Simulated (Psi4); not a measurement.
**InNH2Cl (SMILES [NH2][In][Cl]): UTPSSh/def2-SVP (core potential)**

Aim: the vertical ionisation energy of InNH2Cl at UTPSSh/def2-SVP (core potential), from 2 runs. 

The calculation is run with Psi4 1.11.

4 further runs of the same task are left out: 3 that didn't finish, 1 set aside as unsound or not needed.

## (1) Starting point

The species is InNH2Cl (5 atoms), meant as a doublet with charge 0. SMILES: `[NH2][In][Cl]`. The coordinates come from a PBE0-D4/def2-TZVP relaxation. This is one conformer, not always the lowest.

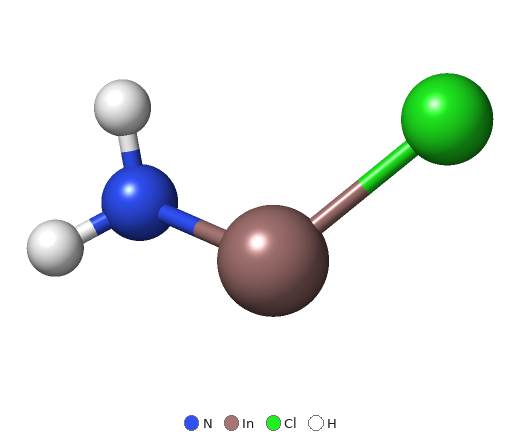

Viewed from a chosen angle; nitrogen blue, indium brown, chlorine green, hydrogen white.

## (2) Energy and gradient at UTPSSh/def2-SVP (core potential)

The input, clh2inn.xyz:

```xyz
5
ClH2InN
N     -0.142600     0.808600    -0.493900
In    -0.411600    -1.217800    -0.153300
Cl     1.391500    -2.211500     1.018700
H     -0.999700     1.283800    -0.756700
H      0.212300     1.263200     0.343800
```

The input, job.py:

```python
import psi4

psi4.set_memory(2200000000)
psi4.set_num_threads(1)
psi4.core.set_output_file('output.dat', False)

with open('clh2inn.xyz') as f:
    atoms = ''.join(f.readlines()[2:])
mol = psi4.geometry('0 2\n' + atoms + 'symmetry c1')

psi4.set_options({
    'basis': 'def2-SVP',
    'reference': 'uks',
    'puream': True,
    'e_convergence': 1e-09,
    'd_convergence': 1e-08,
    'scf_type': 'pk',
    'dft_radial_points': 99,
    'dft_spherical_points': 590,
    'maxiter': 100,
})

e_tot, wfn = psi4.gradient('tpssh', molecule=mol, return_wfn=True)
psi4.oeprop(wfn, 'LOWDIN_CHARGES', 'WIBERG_LOWDIN_INDICES', 'QUADRUPOLE', title='TPSSH')
print('gradient / Eh bohr^-1')
print(e_tot.np.round(6))
print(f'energy = {wfn.energy():.10f} Eh')
```

Command:

```sh
python job.py
```

output.dat, shortened:

```text
[...]
    !!!  WARNING: ECP capability is in beta. Please check occupations closely.  !!!
[...]
  Running in c1 symmetry.
[...]
  Nuclear repulsion =  154.716518533842446
[...]
  Multiplicity = 2
[...]
  Nalpha       = 24
  Nbeta        = 23
[...]
    Number of basis functions: 68
[...]
   @UKS iter   1:  -705.70564869950761   -8.07908e-01   1.29085e-02 DIIS/ADIIS
[...]
   @UKS iter  15:  -706.07876507581852   -4.54747e-13   3.32073e-09 DIIS
[...]
   @S^2 Observed:                7.557826565E-01
[...]
    Orbital Energies [Eh]
    ---------------------
    Alpha Occupied:
       1A   -101.313418     2A    -14.263649     3A     -9.338723
       4A     -7.091908     5A     -7.085786     6A     -7.085498
       7A     -4.612494     8A     -3.031154     9A     -3.026642
      10A     -3.023482    11A     -0.824094    12A     -0.773505
      13A     -0.739499    14A     -0.737755    15A     -0.737402
      16A     -0.728685    17A     -0.712866    18A     -0.460605
      19A     -0.409520    20A     -0.330755    21A     -0.284904
      22A     -0.280969    23A     -0.265096    24A     -0.210218
    Alpha Virtual:
      25A     -0.062185    26A      0.004361    27A      0.009411
[...]
  @UKS Final Energy:  -706.07876507581852
   => Energetics <=
    Nuclear Repulsion Energy =            154.7165185338424465
    One-Electron Energy =               -1354.7964436460802062
    Two-Electron Energy =                 541.5414310197118084
    DFT Exchange-Correlation Energy =     -47.5402709832925012
    Empirical Dispersion Energy =           0.0000000000000000
    VV10 Nonlocal Energy =                  0.0000000000000000
    Total Energy =                       -706.0787650758185237
[...]
  -Total Gradient:
     Atom            X                  Y                   Z
    ------   -----------------  -----------------  -----------------
       1       -0.006161251080    -0.000742809572     0.006181499457
       2        0.008451922341     0.006255616641     0.002821027445
       3       -0.006942772162     0.003564930082    -0.004232453713
       4        0.007066065727    -0.004570301601     0.002103783265
       5       -0.002395831945    -0.004525976435    -0.006857440847
[...]
 Multipole Moments:
 ------------------------------------------------------------------------------------
     Multipole            Electronic (a.u.)      Nuclear  (a.u.)        Total (a.u.)
 ------------------------------------------------------------------------------------
 L = 1.  Multiply by 2.5417464519 to convert [e a0] to [Debye]
 Dipole X            :        -26.8515096           25.7573826           -1.0941270
 Dipole Y            :         -4.3333762            5.0215680            0.6881918
 Dipole Z            :        -13.8671514           13.6131492           -0.2540022
 Magnitude           :                                                    1.3172847
 L = 2.  Multiply by 1.3450342976 to convert [e a0^2] to [Debye ang]
 Quadrupole XX       :       -167.4347002          135.3146268          -32.1200734
 Quadrupole XY       :         97.4509997          -97.7500266           -0.2990268
[...]
```

The script printed:

```text
gradient / Eh bohr^-1
[[-0.006161 -0.000743  0.006181]
 [ 0.008452  0.006256  0.002821]
 [-0.006943  0.003565 -0.004232]
 [ 0.007066 -0.00457   0.002104]
 [-0.002396 -0.004526 -0.006857]]
energy = -706.0787650758 Eh
```

Wall time 84 s (1 thread of Intel Xeon at 2.50GHz (Skylake/Cascade Lake), shared host); peak memory 1.3 GiB.

## (3) The singlet cation, same level

The input, clh2inn.dat:

```
memory 2200 MB

molecule system {
  1 1
  N     -0.142600     0.808600    -0.493900
  In    -0.411600    -1.217800    -0.153300
  Cl     1.391500    -2.211500     1.018700
  H     -0.999700     1.283800    -0.756700
  H      0.212300     1.263200     0.343800
  symmetry c1
}

set basis def2-SVP
set reference rks
set puream true
set e_convergence 1e-09
set d_convergence 1e-08
set scf_type pk
set dft_radial_points 99
set dft_spherical_points 590

e, wfn = gradient('tpssh', return_wfn=True)
oeprop(wfn, 'LOWDIN_CHARGES', 'DIPOLE', 'MULLIKEN_CHARGES')
print_variables()
```

Command:

```sh
psi4 clh2inn.dat clh2inn.out -n 1
```

clh2inn.out, shortened:

```text
[...]
    !!!  WARNING: ECP capability is in beta. Please check occupations closely.  !!!
[...]
  Running in c1 symmetry.
[...]
  Nuclear repulsion =  154.716518533842446
[...]
  Multiplicity = 1
[...]
  Nalpha       = 23
  Nbeta        = 23
[...]
    Number of basis functions: 68
[...]
   @RKS iter   1:  -705.43589308029243   -5.38153e-01   1.18775e-02 ADIIS/DIIS
[...]
   @RKS iter  12:  -705.77300895146800   -1.27557e-10   6.96617e-09 DIIS
[...]
  @RKS Final Energy:  -705.77300895146800
   => Energetics <=
    Nuclear Repulsion Energy =            154.7165185338424465
    One-Electron Energy =               -1343.3081407104127720
    Two-Electron Energy =                 530.0745933435654251
    DFT Exchange-Correlation Energy =     -47.2559801184631212
    Empirical Dispersion Energy =           0.0000000000000000
    VV10 Nonlocal Energy =                  0.0000000000000000
    Total Energy =                       -705.7730089514680003
[...]
  -Total Gradient:
     Atom            X                  Y                   Z
    ------   -----------------  -----------------  -----------------
       1        0.004936928421     0.013980618795     0.017997518486
       2       -0.028080107544    -0.007297017741    -0.018698487016
       3        0.015746660221     0.002515904761     0.010166352011
       4        0.008976396424    -0.008533902296     0.005516467733
       5       -0.001557714972    -0.000687621175    -0.014966117131
[...]
 Multipole Moments:
 ------------------------------------------------------------------------------------
     Multipole            Electronic (a.u.)      Nuclear  (a.u.)        Total (a.u.)
 ------------------------------------------------------------------------------------
 L = 1.  Multiply by 2.5417464519 to convert [e a0] to [Debye]
 Dipole X            :        -27.2489341           25.7573826           -1.4915515
 Dipole Y            :         -4.1683617            5.0215680            0.8532064
 Dipole Z            :        -14.1540354           13.6131492           -0.5408862
 Magnitude           :                                                    1.8014563
[...]
```

Wall time 47 s (1 thread of Intel Xeon at 2.50GHz (Skylake/Cascade Lake), shared host); peak memory 1.3 GiB.

## (4) Summary of results

Level: UTPSSh/def2-SVP (core potential).

| quantity | value |
| --- | --- |
| doublet InNH2Cl: total energy | -706.07877 Eh |
| doublet InNH2Cl: dipole moment | 3.35 D |
| doublet InNH2Cl: HOMO energy (highest over α and β) | -5.72 eV |
| doublet InNH2Cl: LUMO energy (lowest over α and β) | -3.90 eV |
| doublet InNH2Cl: ⟨S²⟩ | 0.756 |
| doublet InNH2Cl: largest force on an atom | 0.560 eV/Å |
| singlet cation: total energy | -705.77301 Eh |
| singlet cation: HOMO energy | -13.08 eV |
| singlet cation: LUMO energy | -10.87 eV |
| singlet cation: HOMO–LUMO gap | 2.21 eV |
| singlet cation: largest force on an atom | 1.775 eV/Å |
| vertical ionisation energy (to the singlet cation) | 8.320 eV |

**Reading.** The vertical ionisation energy comes to 8.32 eV (192 kcal/mol). The largest force (doublet InNH2Cl) is 0.56 eV/Å: the shape isn't a stationary point for this species at this level. Only the singlet of the ionised species was computed; a triplet could lie lower. Mulliken charges (singlet cation) run from -0.26 on N1 to +0.94 on In2; they depend strongly on the basis.
